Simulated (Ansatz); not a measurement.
## InF (model cell, started as NiAs type): phonons and vibrational spectra

Wanted: phonon frequencies of InF (model cell, started as NiAs type) and what follows from them.

Calculated with Ansatz 0.2.0; DFT LDA, scalar-relativistic, plane waves, PAW.

The structure was built from a prototype and need not be the compound's stable phase.

## 1. The structure

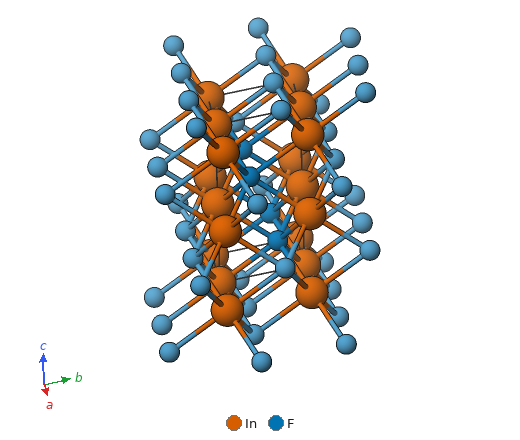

The starting structure, seen slightly off an axis (indium orange, fluorine blue). 2×1×1 cells are drawn. Some periodic images of atoms are drawn too.

## 2. Coarse relaxation

The start is far from rest, so a relaxation with loose tolerances brings it close first.

File input.yaml:

```yaml
crystal:
  lattice:
    - [3.6078, 0.0, 0.0]
    - [-1.8039, 3.12445, 0.0]
    - [0.0, 0.0, 5.77248]
  atoms:
    - { symbol: In, position: [0.0, 0.0, 0.0] }
    - { symbol: In, position: [0.0, 0.0, 0.5] }
    - { symbol: F, position: [0.333333, 0.666667, 0.25] }
    - { symbol: F, position: [0.666667, 0.333333, 0.75] }
kpoints:
  mp_grid: { grid: [6, 6, 4] }
hamiltonian:
  xc: lda
scf:
  occupations: { method: gaussian, width: 0.1 }
output:
  forces: true
  stress: true
  eigenvalues: true
relax:
  adjacent_minimum: "off"
  f_tol: 0.05
  max_steps: 80
  cell: { stress_tol: 0.5 }
```

Run with:

```sh
$ ansatz run input.yaml --threads 4 --pin off --max-ram 7168MiB --backend cpu --events-out ev --progress --plain --runs-dir out
```

Numbers of over 12 decimals in the logs are rounded to 6 here.

What it wrote:

```text
[...]
F+E_penalty+E_count = -12502.14637730 eV   max|allowed force component| = 1.388e-17 eV/Å   (the final SCF, on the basis selected at the relaxed cell)
  cell:  # Å, volume = 64.3485 Å³
    - [3.123809, 0, 0]
    - [-1.561905, 2.705298, 0]
    - [0, 0, 7.614455]
  atoms:
    - { symbol: In, position: [0, 0, 0] }
    - { symbol: In, position: [0, 0, 0.500000] }
    - { symbol: F, position: [0.333333, 0.666667, 0.250000] }
    - { symbol: F, position: [0.666667, 0.333333, 0.750000] }
[key lines of the parts left out:]
SCF converged after 6 iterations
Free energy (F): -12502.146377 eV
Fermi energy:    9.201177 eV
P = ⅓ Tr σ = -0.0261 GPa (-0.261 kbar)
```

Wall time 9.8 s (4 threads of Arm Neoverse V2, shared host); peak memory 0.37 GiB; 34 s of CPU time.

Step by step:

```tsv
step	energy less that of the first step (eV)	largest force component (eV/Å)	pressure (GPa)	volume (Å³)
1	0.0000	0.0000	11.72	65.07
2	-0.3160	0.0000	1.63	73.20
3	-0.3486	0.0000	-0.31	74.64
4	-0.3581	0.0000	-0.58	74.25
5	-0.3641	0.0000	0.10	73.05
6*	-0.4522	0.0000	1.75	73.05
7	-0.4995	0.0000	0.68	72.84
8	-0.5311	0.0000	-0.56	71.88
9	-0.5657	0.0000	-1.54	68.94
10	-0.5847	0.0000	0.08	66.20
11	-0.5571	0.0000	1.30	61.29
12	-0.5901	0.0000	0.09	64.73
13*	-0.6402	0.0000	1.26	64.73
14	-0.6553	0.0000	0.02	64.74
15*	-0.6566	0.0000	0.04	64.74
16	-0.6601	0.0000	0.32	63.71
17	-0.6595	0.0000	-0.02	64.35
18*	-0.6581	0.0000	-0.03	64.35
```

Relaxation steps marked * repeat the geometry before them on a plane-wave basis chosen anew for their cell, so energy and pressure can jump there. Relaxation step 11 was tried and not accepted.

Forces are held to the 24 operations that the run works with; a distortion that breaks them can't arise in this run.

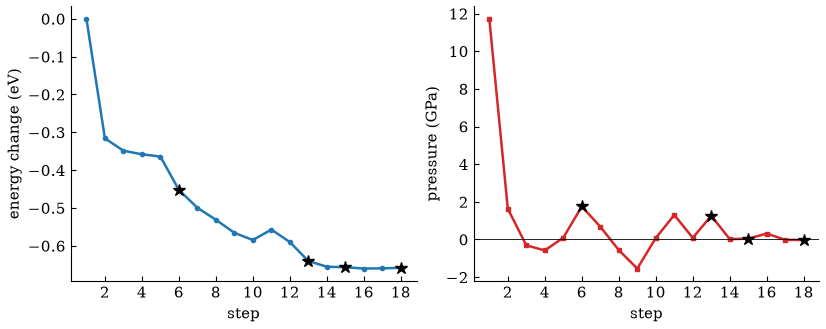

Energy and pressure along the relaxation. Stars mark steps on a basis chosen anew.

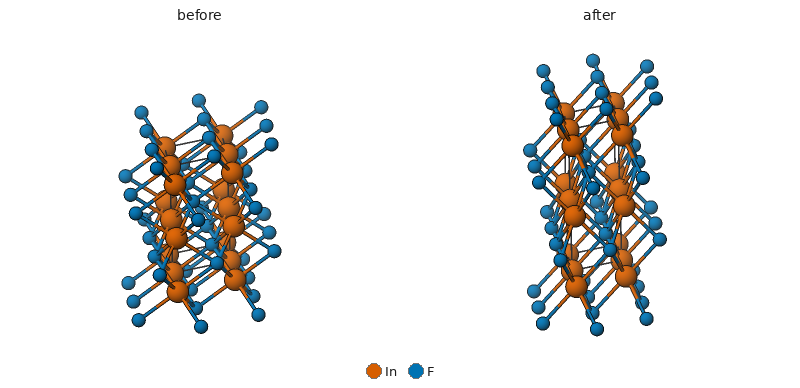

The structure before and after the relaxation, drawn at the same scale.

```tsv
cell as run	before	after	change
a (Å)	3.608	3.124	-13.4 %
b (Å)	3.608	3.124	-13.4 %
c (Å)	5.772	7.614	+31.9 %
volume (Å³/atom)	16.27	16.09	-1.1 %
```

Numbers from this step:

```yaml
pressure: -0.02609 GPa
volume_per_atom: 16.09 Å³
gap_on_the_k_mesh: 0 eV
```

In this step the volume went from 16.27 to 16.09 Å³/atom.

## 3. Relaxation

Harmonic phonons are second derivatives at a point where the forces vanish, and they are wanted at zero stress, so atoms and cell are relaxed first.

input.yaml, the sections that differ from step 2:

```yaml
crystal:
  lattice:
    - [3.1238090107, 0.0, 0.0]
    - [-1.5619045053, 2.7052979598, 0.0]
    - [0.0, 0.0, 7.6144551522]
  atoms:
    - { symbol: In, position: [0.0, 0.0, 0.0] }
    - { symbol: In, position: [0.0, 0.0, 0.5] }
    - { symbol: F, position: [0.3333333333, 0.6666666667, 0.25] }
    - { symbol: F, position: [0.6666666667, 0.3333333333, 0.75] }
kpoints:
  mp_grid: { grid: [15, 15, 6] }
relax:
  adjacent_minimum: "off"
  f_tol: 0.005
  max_steps: 80
  cell: { stress_tol: 0.05 }
# hamiltonian, scf, output: as in step 2
```

What it wrote:

```text
[...]
Crystal: 4 atoms, lattice volume = 64.348 Å³
Basis set: ecut = 420 eV, 1249 PW (Γ)
Bands: 24, of which v1, the nominal top of the filled ones, is band 20 counted from 1 (19 counted from 0)
Symmetry: 24 space group operations
[...]
k-points: 108 of 1350
[...]
--- Relaxed structure (6 steps of the walk, 6 accepted, 3 SCFs on fresh bases) ---
[...]
cell:  # Å, volume = 65.8811 Å³
    - [3.177054, -2.935959178320674e-11, 3.94911822478718e-19]
    - [-1.588527, 2.751410, -1.9745591123619997e-19]
    - [9.626191457474752e-19, 0, 7.536691]
  atoms:
    - { symbol: In, position: [0, 0, 0] }
    - { symbol: In, position: [0, 0, 0.5] }
    - { symbol: F, position: [0.333333, 0.666667, 0.25] }
    - { symbol: F, position: [0.666667, 0.333333, 0.75] }
[key lines of the parts left out:]
SCF converged after 5 iterations
Free energy (F): -12502.098516 eV
Fermi energy:    8.859824 eV
P = ⅓ Tr σ = 0.0047 GPa (0.047 kbar)
```

Run time: 18 s. Hardware: 4 threads; peak memory 0.46 GiB.

Step by step:

```tsv
step	energy less that of the first step (eV)	largest force component (eV/Å)	pressure (GPa)	volume (Å³)
1	0.0000	0.0000	0.44	64.35
2	-0.0008	0.0000	0.08	65.39
3	-0.0002	0.0000	-0.06	65.55
4	-0.0004	0.0000	0.00	65.52
5*	-0.0054	0.0000	0.13	65.52
6	-0.0047	0.0000	0.03	65.78
7*	-0.0057	0.0000	0.04	65.78
8	-0.0054	0.0000	0.00	65.88
9*	-0.0058	0.0000	0.00	65.88
```

Relaxation steps marked * repeat the geometry before them on a plane-wave basis chosen anew for their cell, so energy and pressure can jump there.

Forces are held to the 24 operations that the run works with; a distortion that breaks them can't arise in this run.

```tsv
conventional cell, symmetrised	before	after	change
a (Å)	3.124	3.177	+1.7 %
b (Å)	3.124	3.177	+1.7 %
c (Å)	7.614	7.537	-1.0 %
volume (Å³/atom)	16.09	16.47	+2.4 %
```

Final coordinates:

```xyz
4
Lattice="3.1771 0.0000 0.0000 -1.5885 2.7514 0.0000 0.0000 0.0000 7.5367" Properties=species:S:1:pos:R:3 pbc="T T T"
In    0.0000    0.0000    0.0000
In    0.0000    0.0000    3.7683
F     0.0000    1.8343    1.8842
F     1.5885    0.9171    5.6525
```

This step gave:

- pressure: 0.004654 GPa
- volume per atom: 16.47 Å³

In this step the volume went from 16.09 to 16.47 Å³/atom.

## 4. Tight relaxation

Phonons need a cell at rest on their own settings, so the relaxation is repeated with tight tolerances on forces and stress, using the mesh and the filling of the phonon run that follows.

File input.yaml:

```yaml
crystal:
  lattice:
    - [3.1770540376, 0.0, 0.0]
    - [-1.5885270188, 2.7514095057, 0.0]
    - [0.0, 0.0, 7.5366905045]
  atoms:
    - { symbol: In, position: [0.0, 0.0, 0.0] }
    - { symbol: In, position: [0.0, 0.0, 0.5] }
    - { symbol: F, position: [0.3333333333, 0.6666666667, 0.25] }
    - { symbol: F, position: [0.6666666667, 0.3333333333, 0.75] }
kpoints:
  mp_grid: { grid: [15, 15, 6] }
hamiltonian:
  xc: lda
scf:
  occupations: { method: methfessel_paxton, width: 0.2 }
output:
  forces: true
  stress: true
  eigenvalues: true
  write_density: true
  write_potential: true
  elf: true
  volumetric_format: npy
relax:
  adjacent_minimum: "off"
  f_tol: 0.001
  max_steps: 60
  cell: { stress_tol: 0.01 }
```

What it wrote:

```text
[...]
Crystal: 4 atoms, lattice volume = 65.881 Å³
Basis set: ecut = 420 eV, 1321 PW (Γ)
Bands: 24, of which v1, the nominal top of the filled ones, is band 20 counted from 1 (19 counted from 0)
Symmetry: 24 space group operations
[...]
k-points: 108 of 1350
[...]
--- Relaxed structure (2 steps of the walk, 2 accepted, 1 SCFs on fresh bases) ---
[...]
cell:  # Å, volume = 65.8964 Å³
    - [3.177682, 0.0, 0.0]
    - [-1.588841, 2.751953, 0.0]
    - [0.0, 0.0, 7.535464]
  atoms:
    - { symbol: In, position: [0, 0, 0.0] }
    - { symbol: In, position: [0, 0, 0.5] }
    - { symbol: F, position: [0.333333, 0.666667, 0.25] }
    - { symbol: F, position: [0.666667, 0.333333, 0.75] }
[key lines of the parts left out:]
SCF converged after 6 iterations
Free energy (F): -12502.097675 eV
Fermi energy:    8.863653 eV
P = ⅓ Tr σ = 0.0044 GPa (0.044 kbar)
```

Run time: 6.8 s. Hardware: 4 threads; peak memory 0.46 GiB; 26 s of CPU time.

Little changed from the start: no atom moved by 0.005 Å and no cell edge by 0.1 %.

Numbers from this step:

```
pressure : 0.004412 GPa
```

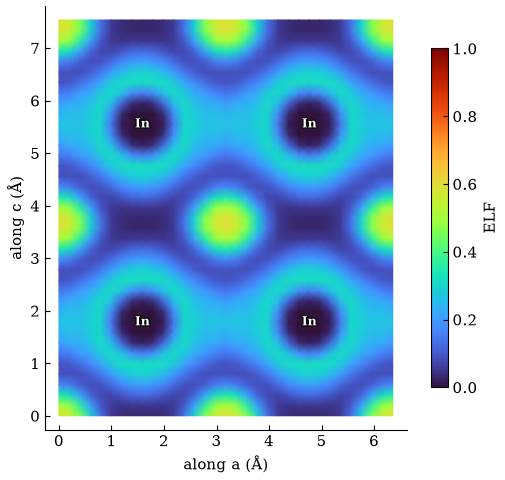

ELF in the ac plane at fractional y = 0.000, with atoms of In within 0.2 Å of it. It is the smooth field of the valence electrons, not physical close to the nuclei. The map starts off the cell's origin, so that atoms lie inside it.

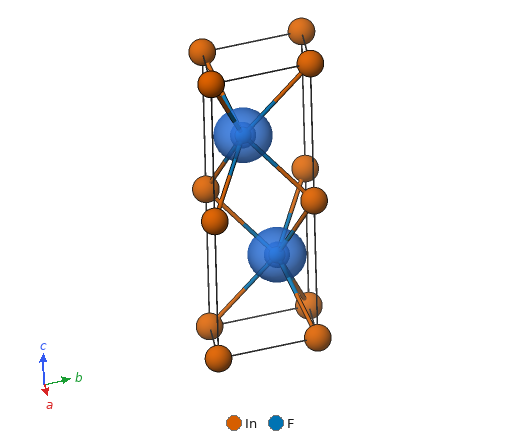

Surface of ELF = 0.73. Bonds to atoms that aren't drawn are left out.

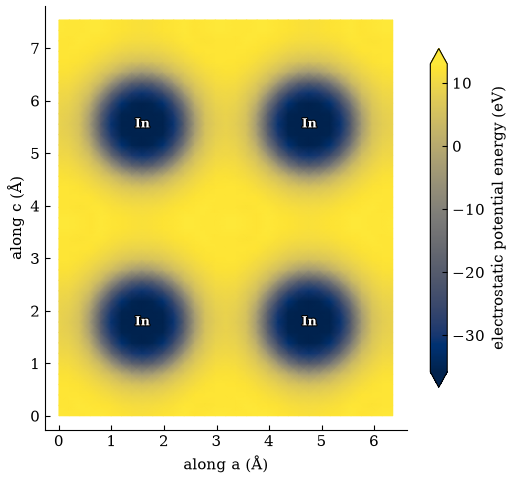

Electrostatic potential energy in the ac plane at fractional y = 0.000, with atoms of In within 0.2 Å of it. With pseudopotentials it is smooth inside the atoms' cores, unlike the true potential. The map starts off the cell's origin, so that atoms lie inside it.

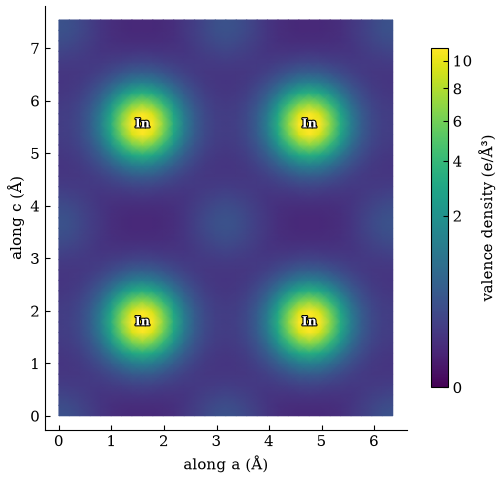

Valence density in the ac plane at fractional y = 0.000, with atoms of In within 0.2 Å of it. It is the smooth field of the valence electrons, not physical close to the nuclei. The map starts off the cell's origin, so that atoms lie inside it. The colour scale is stretched toward low values.

The forces vanish by symmetry and the pressure is 0.004 GPa, within the tolerances set. The cell now holds 16.47 Å³/atom.

## 5. Modes at Γ

The zone centre comes first: it holds the modes that light can see, as far as symmetry allows. No field response is asked, since the mesh shows no gap.

input.yaml, the sections that differ from step 4:

```yaml
crystal:
  lattice:
    - [3.1776817916, 0.0, 0.0]
    - [-1.5888408958, 2.7519531566, 0.0]
    - [0.0, 0.0, 7.5354644677]
  atoms:
    - { symbol: In, position: [0.0, 0.0, 0.0] }
    - { symbol: In, position: [0.0, 0.0, 0.5] }
    - { symbol: F, position: [0.3333333333, 0.6666666667, 0.25] }
    - { symbol: F, position: [0.6666666667, 0.3333333333, 0.75] }
output:
  eigenvalues: true
phonons:
  method: dfpt
# kpoints, hamiltonian, scf: as in step 4
# relax: removed
```

What it wrote:

```text
[...]
Crystal: 4 atoms, lattice volume = 65.896 Å³
Basis set: ecut = 420 eV, 1321 PW (Γ), exchange–correlation on 48×48×108 points (8 copies of the dense FFT grid, shifted against one another)
Bands: 24, of which v1, the nominal top of the filled ones, is band 20 counted from 1 (19 counted from 0)
Symmetry: 24 space group operations
k-points: 368 of 1350 (irreducible under 2 space group operations, time reversal used)
[...]
SCF iter   1: F=—  HF=-12502.161360 eV  |F-HF|=—  |Δ(HF+E_count)|=         —  Δρ=2.22e-2  dr2=2.48e-1  ethr=1.77e-3  ⟨swp⟩=5.2  Hψ=36463  notcnv=0
[...]
SCF iter  11: F=-12502.097676 eV  HF=-12502.097676 eV  |F-HF|=0.00e0  |Δ(HF+E_count)|=  3.64e-12  S|Δr|=    0.00e0  Δρ=4.30e-8  dr2=1.60e-12  ethr=1.00e-12  ⟨swp⟩=5.2  Hψ=35466  notcnv=0
SCF 1 converged in 11 iterations: F = -12502.097676 eV  dr2 = 1.60e-12
[...]
DFPT response loops at Γ: preconditioner auto → Kerker (q_TF=auto, 2.510 Å⁻¹) (partly filled bands, converged f_vac=0.009); β = 1.00, the filter's whole step (`scf.mixing.beta` (0.50) is not read by the response loops under this deck's `scf.mixing.preconditioner`; to damp them name `kerker` or `kerker_dos`, under which they read `scf.mixing.beta`, and type it under 1.00, their step now; both keys bind the ground state too); Broyden in place of MSR1
SCF converged after 11 iterations
[...]
Free energy (F): -12502.097676 eV
[...]
Internal energy: -12502.097871 eV  (E = F + TS)
E sigma→0 (E₀):  -12502.097725 eV
Entropy (-TS):   0.000195 eV (0.049 meV/atom)
Fermi energy:    8.863653 eV
[...]
--- Band table (eV; the first three rows and the last of 368) ---
  k-point 0: bands = [... 16 lower, 4.7332, 4.8391, 4.8391, 7.2733, 9.6422, 14.8483, 17.3978, 20.0009]
  k-point 1: bands = [... 16 lower, 4.7405, 4.8328, 4.8328, 6.8937, 10.0598, 14.2398, 18.0798, 20.0516]
  k-point 2: bands = [... 16 lower, 4.7601, 4.8133, 4.8133, 6.1220, 10.9490, 13.1402, 19.3845, 20.1992]
  k-point 367: bands = [... 16 lower, 4.1644, 4.2224, 7.0014, 7.4793, 11.5065, 11.6529, 13.3398, 13.4736]
--- Phonons (Γ-DFPT): 4 representative perturbations + reference, on 368 of 1350 k-points (Σ response iterations 12) ---
  k mesh reduced under 2 symmetry operations, with k and −k counted as one. Each operation leaves every solved perturbation unchanged. A smaller set is not used because it would not reduce the number of displacements times k-points to solve
  ASR residual: 2.430e-5 → 0.000e0 eV/Å²; symmetrization residual: 5.941e-6 eV/Å²
  ASR residual per site (eV/Å²): 2.43e-5 2.43e-5 1.27e-5 1.27e-5
  Γ frequencies (cm⁻¹): -96.85 -71.42 -71.42 -33.62 -33.62 0.00 0.00 0.00 39.18 39.18 156.23 208.73
  non-analytic LO–TO correction: not included (Born effective charges unavailable; polar crystals: no LO–TO splitting at Γ)
```

Run time: 67 s. Hardware: 4 threads; peak memory 2.2 GiB; 4.1 min of CPU time.

Reading the cycles: dr2 is the Hartree energy of the density residual (eV), the measure of convergence; HF is the Harris–Foulkes estimate of the energy, which meets the free energy F at convergence.

Numbers from this step:

| Property | Result |
| --- | --- |
| sum-rule residual before enforcement | 2.43e-5 eV/Å² |
| point group | 6/mmm |
| highest optical mode at the zone centre (no LO-TO term) | 208.7 cm⁻¹ |
| lowest optical zone-centre mode | -96.85 cm⁻¹ |

Patterns of degenerate modes are one choice out of their space. The modes at Γ (shares of kinetic energy by element, %) (negative means imaginary):

```tsv
mode	frequency (cm⁻¹)	symmetry	In %	F %
1	-96.8	A2u	14	86
2	-71.4	E1u	14	86
3	-71.4	E1u	14	86
4	-33.6	E2u	100	0
5	-33.6	E2u	100	0
6	0.0	acoustic	86	14
7	0.0	acoustic	86	14
8	0.0	acoustic	86	14
9	39.2	E2g	0	100
10	39.2	E2g	0	100
11	156.2	B2u	100	0
12	208.7	B1g	0	100
```

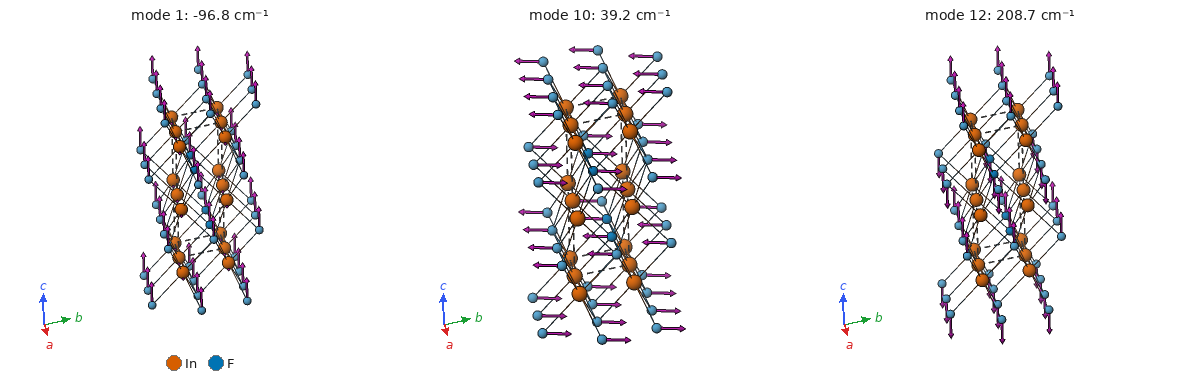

Displacement patterns of modes 1, 10 and 12 at Γ; arrows are exaggerated. 2×1×1 cells are drawn. Some periodic images of atoms are drawn too.

Before it was imposed, the acoustic sum rule was missed by 2.4e-5 eV/Å². Small misses are needed for a sound result but don't prove that mesh and cutoff are converged. The lowest optical mode is imaginary, 96.8i cm⁻¹, so the energy falls along it.

[end of part 1 of 2]

[Logs are printed without paths, hosts, clocks, repeated set-up lines and the standing remarks that a program may print on its own settings, such as how far it seeks lower states.]

[Hosts, paths, dates, database ids (printed as entryN), source tags and the programs' standing remarks are cut or masked in the printed files.]
